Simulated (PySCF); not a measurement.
# RuNH: relaxation and vibrations of the singlet

Aim: relax RuNH as a singlet from a PBE0 minimum start, check by its vibrations whether the end is a minimum, and collect its spectrum and constants.

Program: PySCF 2.14.0. Level of theory: PBE0, basis Ru def2-TZVP with ECP28, N def2-TZVP, H def2-TZVP, scalar-relativistic core potentials, no spin–orbit coupling, density fitting. These are calculated values, not measurements.

### Step 1. The system as given

3 atoms, charge 0, spin multiplicity 1.

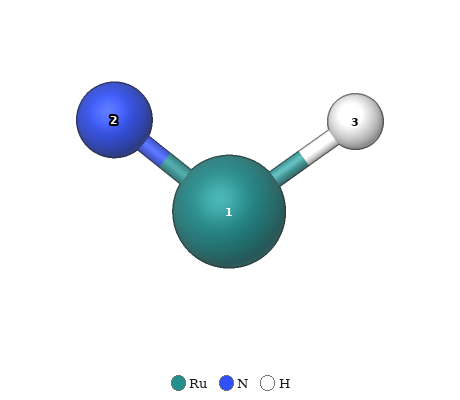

The starting geometry (ruthenium teal, nitrogen blue, hydrogen white); atoms are numbered from 1 in the order of the file.

```xyz
3
charge 0 multiplicity 1
Ru    0.1328    0.0000   -0.1249
N    -1.0708    0.0000    0.8479
H     1.4671    0.0000    0.8163
```

### Step 2. First SCF at the start

The steps below are one call of a driver around PySCF. For each, scf.py gives the equivalent set-up of the SCF; relaxations use the driver's own optimiser. After this first run the driver tries any further starts and a stability analysis.

The input, scf.py:

```python
from pyscf import gto, scf, dft
mol = gto.M(atom='''
Ru     0.132756     0.000000    -0.124850
N     -1.070751     0.000000     0.847944
H      1.467121     0.000000     0.816283''',
    basis={'Ru': 'def2-TZVP', 'N': 'def2-TZVP', 'H': 'def2-TZVP'},
    ecp={'Ru': 'def2-TZVP'},
    charge=0, spin=0)
mf = dft.RKS(mol, xc='PBE0')
mf.grids.atom_grid = (50, 194)
aux = {'Ru': 'def2-universal-JKFIT', 'N': 'def2-universal-JKFIT', 'H': 'def2-universal-JKFIT'}
mf = mf.density_fit(auxbasis=aux)
mf.conv_tol = 1e-08
mf.diis_space = 10
mf.max_cycle = 60
mf.init_guess = 'minao'
mf.verbose = 4
mf.kernel()
```

The run is started by

```
$ OMP_NUM_THREADS=2 python axn.py task.json out
```

The log of the run:

```text
init E= -142.320016100534
  HOMO = -0.547181203720951  LUMO = -0.466265955487397  gap/eV = 2.20182
cycle= 1 E= -149.490492335834  delta_E= -7.17  |g|= 1.87  |ddm|=  4.6
  HOMO = 0.045183151082783  LUMO = 0.051939252840564  gap/eV = 0.18384
cycle= 2 E= -142.560419349266  delta_E= 6.93  |g|= 4.59  |ddm|= 6.46
  HOMO = -0.325142272099869  LUMO = -0.20102587997151  gap/eV = 3.37738
cycle= 3 E= -149.753584848132  delta_E= -7.19  |g|= 1.36  |ddm|= 6.42
  HOMO = -0.326319721879019  LUMO = -0.224297973041674  gap/eV = 2.77615
cycle= 4 E= -150.016413874796  delta_E= -0.263  |g|= 0.652  |ddm|= 0.687
  HOMO = -0.204721871587202  LUMO = -0.0957582924703111  gap/eV = 2.96505
cycle= 5 E= -150.100078685163  delta_E= -0.0837  |g|= 0.183  |ddm|= 0.76
  HOMO = -0.217242216059102  LUMO = -0.112698428935092  gap/eV = 2.84478
cycle= 6 E= -150.106879346259  delta_E= -0.0068  |g|= 0.0617  |ddm|= 0.198
  HOMO = -0.220640840425229  LUMO = -0.112603831349935  gap/eV = 2.93984
cycle= 7 E= -150.107549025345  delta_E= -0.00067  |g|= 0.0168  |ddm|= 0.0469
  HOMO = -0.221132366329389  LUMO = -0.112957302007805  gap/eV = 2.94359
cycle= 8 E= -150.107604156926  delta_E= -5.51e-05  |g|= 0.00528  |ddm|= 0.008
  HOMO = -0.220761375077132  LUMO = -0.112620349527331  gap/eV = 2.94267
cycle= 9 E= -150.107610259863  delta_E= -6.1e-06  |g|= 0.000683  |ddm|= 0.00403
  HOMO = -0.220790891920451  LUMO = -0.112658202329627  gap/eV = 2.94244
cycle= 10 E= -150.107610523473  delta_E= -2.64e-07  |g|= 0.000183  |ddm|= 0.00113
  HOMO = -0.220792543660313  LUMO = -0.112652748909642  gap/eV = 2.94263
cycle= 11 E= -150.107610584804  delta_E= -6.13e-08  |g|= 9.87e-05  |ddm|= 0.000665
  HOMO = -0.220800117559707  LUMO = -0.112659590370725  gap/eV = 2.94265
cycle= 12 E= -150.107610603665  delta_E= -1.89e-08  |g|= 5.61e-05  |ddm|= 0.00047
  HOMO = -0.220804512817462  LUMO = -0.112663266166821  gap/eV = 2.94267
cycle= 13 E= -150.107610607379  delta_E= -3.71e-09  |g|= 1.57e-05  |ddm|= 0.000225
  HOMO = -0.220807354901112  LUMO = -0.112666093665094  gap/eV = 2.94267
Extra cycle  E= -150.107610607727  delta_E= -3.48e-10  |g|= 1.57e-05  |ddm|= 6.02e-05
converged SCF energy = -150.107610607727
```

This step, with its further starts and checks, took 2.7 s on 2 threads of Arm Neoverse N1, shared host.

No lower closed-shell solution turned up in the test of internal stability.

### Step 3. Relaxation: PBE0 minimum start, singlet

The program finds Cs symmetry in the start, which this walk keeps. The walk stops when the largest gradient is under 0.0003 Eh/bohr and the energy has settled too.

Changes to scf.py since step 2:

```diff
@@ -3,3 +3,3 @@
-Ru     0.132756     0.000000    -0.124850
-N     -1.070751     0.000000     0.847944
-H      1.467121     0.000000     0.816283''',
+Ru     0.132643     0.000000    -0.124625
+N     -1.070864     0.000000     0.848169
+H      1.467008     0.000000     0.816508''',
@@ -16 +15,0 @@
-mf.init_guess = 'minao'
```

Energy and gradient, step by step:

| step | energy (Eh) | change (kJ/mol) | largest symmetric gradient (Eh/bohr) |
| --- | --- | --- | --- |
| 0 | -150.107611 | 0.00 | 0.00010 |

The walk took 1.3 s.

It settles in Cs symmetry, 0.0 kJ/mol below the start, after 0 steps: Ru–H 1.633 Å, Ru–N 1.548 Å; H–Ru–N 105.9°.

### Step 4. Vibrations and properties at this point

The point is checked on the finer grid, and tightened if its gradient asks for it. The Hessian and the dipole derivatives come from central differences of analytic gradients, with steps of 0.02 bohr.

Changes to scf.py since step 3:

```diff
@@ -3,3 +3,3 @@
-Ru     0.132643     0.000000    -0.124625
-N     -1.070864     0.000000     0.848169
-H      1.467008     0.000000     0.816508''',
+Ru     0.132823     0.000000    -0.125335
+N     -1.069829     0.000000     0.848596
+H      1.465794     0.000000     0.816790''',
@@ -10 +10 @@
-mf.grids.atom_grid = (50, 194)
+mf.grids.atom_grid = (75, 302)
@@ -13 +13 @@
-mf.conv_tol = 1e-08
+mf.conv_tol = 1e-10
```

This SCF starts from the last density.

Log of the central SCF (cycles and frontier levels):

```text
init E= -150.107610064043
  HOMO = -0.220755001760306  LUMO = -0.112643174492366  gap/eV = 2.94187
cycle= 1 E= -150.107610064041  delta_E= 1.05e-12  |g|= 5.4e-06  |ddm|= 5.84e-06
  HOMO = -0.220756211568675  LUMO = -0.112643909867451  gap/eV = 2.94189
Extra cycle  E= -150.107610063966  delta_E= 7.5e-11  |g|= 2.14e-05  |ddm|= 1.22e-05
converged SCF energy = -150.107610063966
```

The whole step took 33 s.

Geometry: Cs; Ru–H 1.632 Å, Ru–N 1.548 Å; H–Ru–N 105.7°.

Modes, for the most abundant isotopes:

```json
{"symmetry": "a'", "ω (cm⁻¹)": "491", "IR (km/mol)": "31.4", "type": "bend"}
{"symmetry": "a'", "ω (cm⁻¹)": "1260", "IR (km/mol)": "91.6", "type": "stretch"}
{"symmetry": "a'", "ω (cm⁻¹)": "1930", "IR (km/mol)": "43.6", "type": "stretch"}
```

All wavenumbers are real: a minimum.

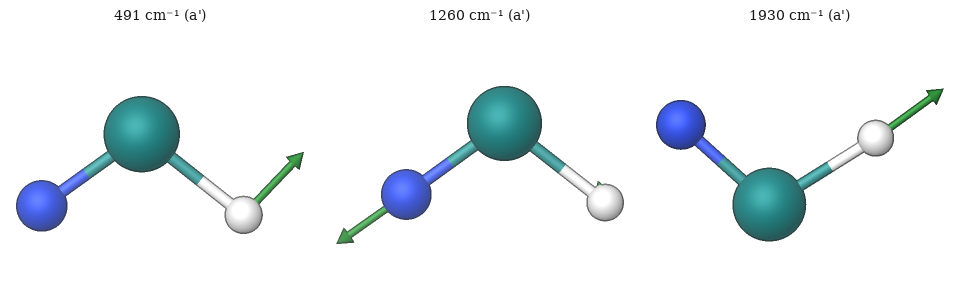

How the atoms move in 3 of the modes.

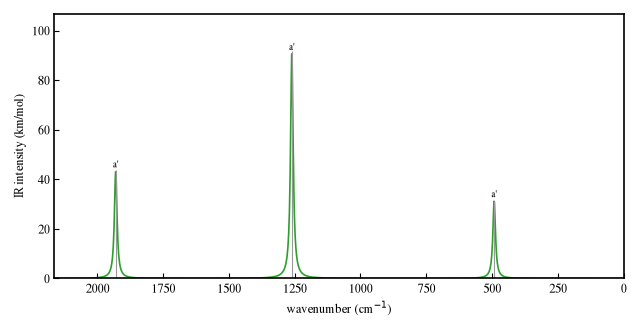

The harmonic infrared spectrum (widths in cm⁻¹). Lines are broadened to a width of 12 cm⁻¹ (Lorentzian).

Properties at this point:

* Dipole moment: 3.34 D
* Highest occupied level: -6.01 eV
* Lowest empty level: -3.07 eV
* Rotational constants: 6.936, 0.5635, 0.5211 cm⁻¹
* Zero-point energy: 22.0 kJ/mol
* Principal polarisabilities: 36.7, 45.6, 51.6 bohr³
* Atomisation energy without zero-point energy: 705 kJ/mol
* Principal traceless quadrupole moments about the centre of mass: -2.57, -1.22, 3.79 D Å
* Entropy at 298.15 K and 1 bar: 252.0 J/(mol K)
* Heat capacity Cp at 298.15 K: 39.3 J/(mol K)
* Enthalpy at 298.15 K above 0 K: 10.56 kJ/mol
* Rotational symmetry number: 1

Charges (e) and bond orders:

```
atom  Mulliken  Löwdin  polar tensor  Mayer order to Ru1
 Ru1      0.45    0.20          0.74                   –
  N2     -0.37   -0.13         -0.50                2.93
  H3     -0.07   -0.07         -0.24                0.93
```

Outer orbital energies (eV). occupied: -51.47, -21.50, -11.25, -10.98, -10.81, -9.07, -6.88, -6.01; empty: -3.07, -2.31, -0.94, -0.21.

Mulliken populations on Ru1 (outside its core potential): s 2.65, p 6.14, d 6.75, f 0.02.

### Step 5. Stability of the closed shell

At the lowest minimum the closed shell is tested against spin polarisation, on the (50, 194) grid. It is stable.

### Step 6. Outcome

```
                                 quantity                                      value
                                  minimum                                singlet, Cs
                                 geometry  Ru–H 1.632 Å, Ru–N 1.548 Å; H–Ru–N 105.7°
                       wavenumbers (cm⁻¹)             491 (a'), 1260 (a'), 1930 (a')
                            dipole moment                                     3.34 D
     highest occupied, lowest empty level                            -6.01, -3.07 eV
               polar-tensor charge of Ru1                                    +0.74 e
                        zero-point energy                                22.0 kJ/mol
                      entropy at 298.15 K                            252.0 J/(mol K)
atomisation energy (no zero-point energy)                                 705 kJ/mol
```

The PBE0 minimum start keeps its Cs symmetry and ends in a minimum. In the infrared the band at 1260 cm⁻¹ (a', stretch) leads. Only this shape and spin were tried, so other structures or states may lie lower.

The search up to here took 39 s on 2 threads of Arm Neoverse N1, shared host.
